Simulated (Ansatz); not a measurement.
## Electronic structure of B$_{6}$F$_{2}$H$_{4}$ (charge −1, doublet) in real space

```xyz
12

B     0.3645    0.9467   -0.6857
B    -1.2073    0.3674    0.0737
B     0.3459    0.5203    1.0540
B    -0.3691   -0.9898    0.6716
B    -0.3496   -0.5661   -1.0609
B     1.1754   -0.4369   -0.0917
F     0.6995    2.0895   -1.3791
H    -2.3108    0.8567    0.1830
F     0.6549    1.2139    2.2045
H    -0.6702   -1.9680    1.3163
H    -0.6251   -1.1364   -2.0915
H     2.2917   -0.8973   -0.1943
```

Geometry: PBE-D4/def2-SVPD.

Theory: Ansatz 0.2.0, UKS PBE0-D4/def2-TZVPD.

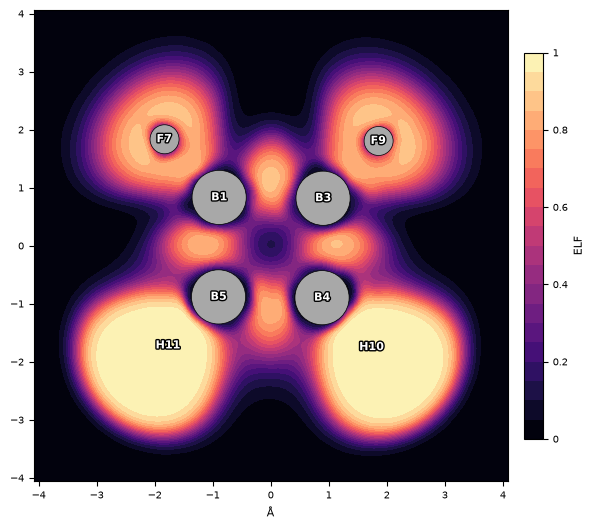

Figure 1. ELF on the plane of atoms B3, B4 and B5. Grey discs cover the atomic cores.

### Describe what can be read from this map.

The section cuts through B, F and H sites.
B–F (1.38 Å): the ELF peaks at about 0.85 between the atoms, as expected for a shared but strongly polarised pair.
B–B (1.71 Å): the ELF peaks at about 0.80 between the atoms (a shared electron pair).
B–H (1.21 Å): the ELF climbs to about 1 towards the hydrogen, as it does in any bond to H; an ordinary covalent bond to hydrogen.
B–B (1.78 Å): the ELF peaks at about 0.80 between the atoms; a covalent bond.
The ELF also peaks beside F7 and F9, away from the bonds: non-bonding electrons, paired or unpaired.

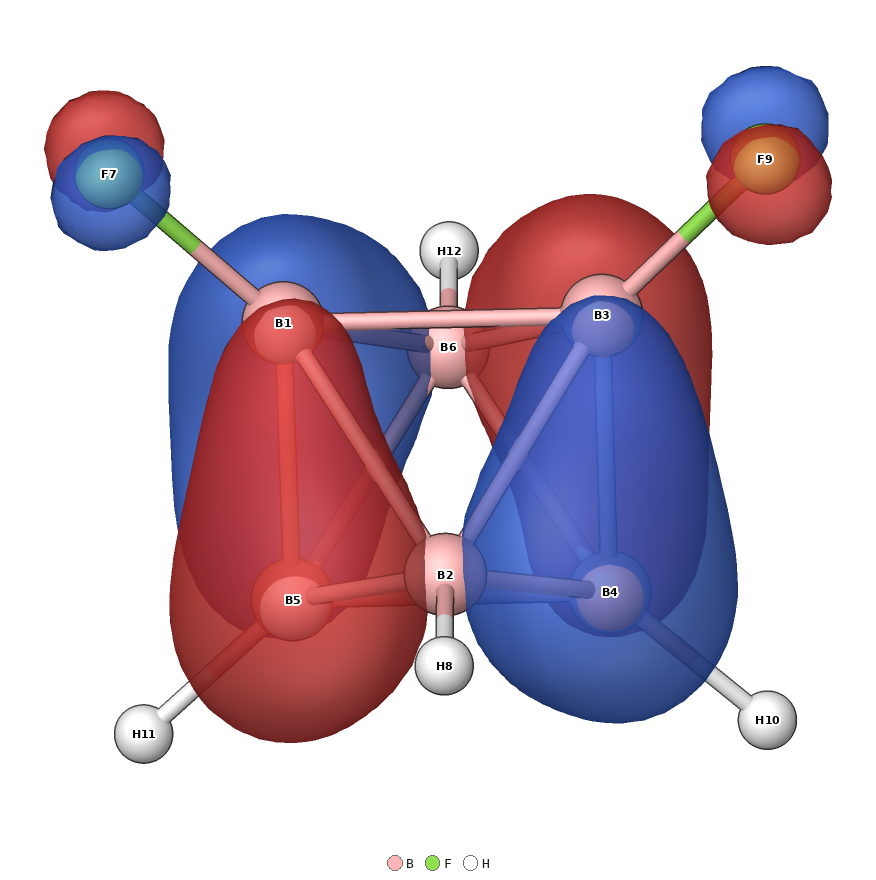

Figure 2. The HOMO−1 (α) at ±0.15 Å⁻³ᐟ² (red and blue are the two phases), seen at a tilt.

### What is the character of this orbital?

By Hirshfeld shares it lies mainly on B2 (about 20 %), B6 (about 20 %), B5 (about 15 %), B4 (about 15 %), B3 (about 10 %) and B1 (about 10 %). Its energy is −2.52 eV.

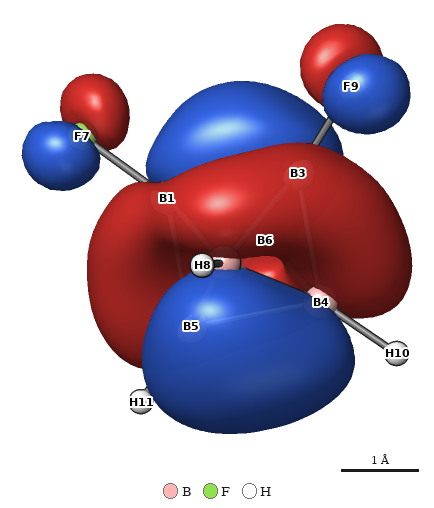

Figure 3. The HOMO (β) at ±0.08 Å⁻³ᐟ² (blue and red are the two phases), seen at a tilt.

### What is the character of this orbital?

Its weight (Hirshfeld) is mainly on B4 (about 15 %), B5 (about 15 %), B6 (about 15 %), B1 (about 15 %), B3 (about 15 %) and B2 (about 15 %). Its energy is −2.33 eV.
